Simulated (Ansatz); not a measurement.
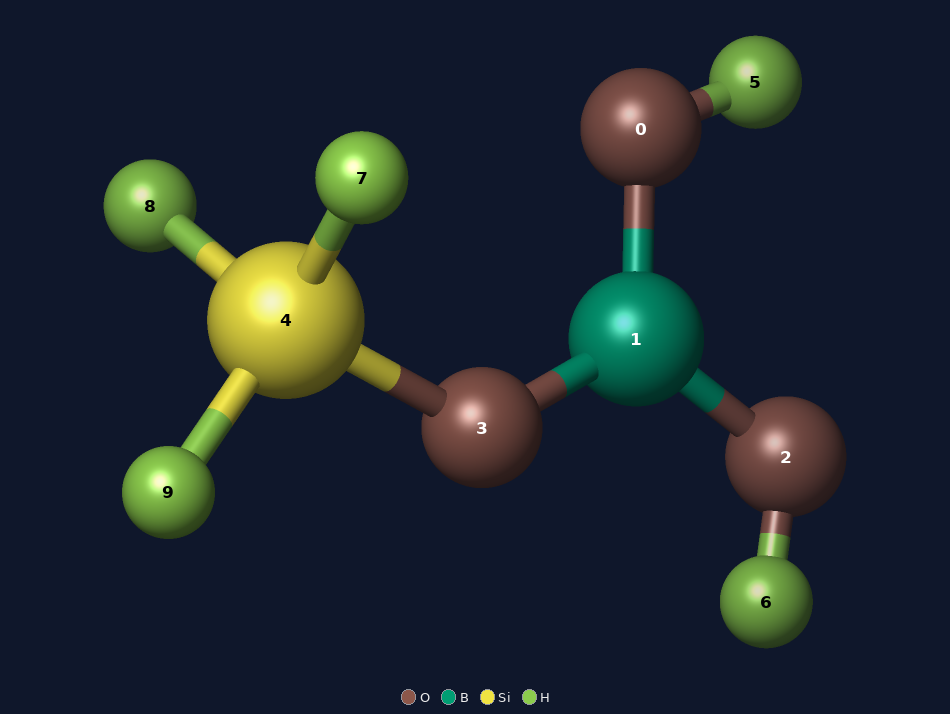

Starting geometry of the run. Atoms are numbered from 0, in the order of the input.

Ansatz 0.2.0 input:

```yaml
crystal:
  periodic: [false, false, false]
  atoms:
    - {symbol: O, position_ang: [-0.910994, -0.508074, -1.338158]}
    - {symbol: B, position_ang: [0.362294, -0.195710, -0.959682]}
    - {symbol: O, position_ang: [1.376314, -0.262981, -1.872214]}
    - {symbol: O, position_ang: [0.603746, 0.180562, 0.329889]}
    - {symbol: Si, position_ang: [-0.434667, 0.338577, 1.605709]}
    - {symbol: H, position_ang: [-0.969803, -0.758467, -2.262659]}
    - {symbol: H, position_ang: [2.222768, -0.021458, -1.490314]}
    - {symbol: H, position_ang: [-1.472620, 1.358173, 1.313138]}
    - {symbol: H, position_ang: [-1.081120, -0.960103, 1.918867]}
    - {symbol: H, position_ang: [0.387181, 0.778482, 2.758324]}
basis:
  gaussian: {orbitals: def2-SVPD, final_grid: {core_spheres: 8, valence_spheres: 7, degree: 23}}
hamiltonian: {xc: {name: wB97X}}
accuracy: high
output: {forces: true}
```

Command:

```sh
ansatz run in.yaml --threads 4 --pin off --events-out ev --progress --plain --max-ram 10444MiB
```

Result:

```
Functional definition: wB97X
  name "wB97X"
  cite "Chai & Head-Gordon, J. Chem. Phys. 128, 084106 (2008) doi:10.1063/1.2834918"
  cite "Becke, J. Chem. Phys. 107, 8554 (1997) doi:10.1063/1.475007"
  parameter omega = 0.3/bohr
  parameter cx = 0.157706
  parameter cx1 = 0.726479
  parameter cx2 = 1.04760
  parameter cx3 = -5.70635
  parameter cx4 = 13.2794
  parameter css1 = -4.33879
  parameter css2 = 18.2308
  parameter css3 = -31.7430
  parameter css4 = 17.2901
  parameter cos1 = 2.37031
  parameter cos2 = -11.3995
  parameter cos3 = 6.58405
  parameter cos4 = -3.78132
  # The coefficients of nought are those of the uniform gas.
  exchange = spin_sum(e_x_unif_sr(omega)*poly(b97_u_x, 1 - cx, cx1, cx2, cx3, cx4)) + cx*exact_x_sr(omega)
      + exact_x_lr(omega)
  correlation = spin_sum(e_c_pw_same_spin*poly(b97_u_same, 1, css1, css2, css3, css4))
      + integral(e_c_pw_opposite_spin*poly(b97_u_opposite, 1, cos1, cos2, cos3, cos4))
3042 factors; integrals over basis functions are off by at most 3.9e-9 eV
589 factors; integrals over basis functions are off by at most 2.2e-9 eV
mean field evaluation 1: about -14764.8983 eV, gradient 6.8e1 eV
mean field evaluation 2: about -14765.2537 eV, gradient 6.8e1 eV
mean field evaluation 4: about -14772.7420 eV, gradient 2.1e0 eV
mean field evaluation 8: about -14772.8435 eV, gradient 1.1e-1 eV
mean field evaluation 16: about -14772.8435 eV, gradient 3.4e-5 eV
mean field -14772.84350173 eV, -542.8919852955 hartree, gradient 1.8e-8 eV, S^2 0.000000; 0 other end points of the search recorded, 0 dependent functions left out
the calculation of the forces begins
reference -14772.84349629 eV, -542.8919850959 hartree; 24, 24 occupied and 129, 129 virtual orbitals, 3042 factors
Total energy: -14772.84349629 eV, -542.8919850959 hartree
Atom 0 at    -0.910994    -0.508074    -1.338158 Å, force    -0.106897    -0.046562    -0.110476 eV/Å
Atom 1 at     0.362294    -0.195710    -0.959682 Å, force     0.042251     0.021345     0.054970 eV/Å
Atom 2 at     1.376314    -0.262981    -1.872214 Å, force     0.086387     0.005993    -0.032488 eV/Å
Atom 3 at     0.603746     0.180562     0.329889 Å, force     0.579859    -0.069728    -0.641390 eV/Å
Atom 4 at    -0.434667     0.338577     1.605709 Å, force    -0.528814     0.109992     0.762847 eV/Å
Atom 5 at    -0.969803    -0.758467    -2.262659 Å, force    -0.063988    -0.010449     0.001817 eV/Å
Atom 6 at     2.222768    -0.021458    -1.490314 Å, force     0.039659    -0.006969    -0.052622 eV/Å
Atom 7 at    -1.472620     1.358173     1.313138 Å, force    -0.055083     0.055159    -0.044811 eV/Å
Atom 8 at    -1.081120    -0.960103     1.918867 Å, force    -0.031702    -0.083756    -0.008731 eV/Å
Atom 9 at     0.387181     0.778482     2.758324 Å, force     0.038329     0.024974     0.070885 eV/Å
Dipole moment:     0.125013     0.006075    -0.057580 e Å
```

The run converged.
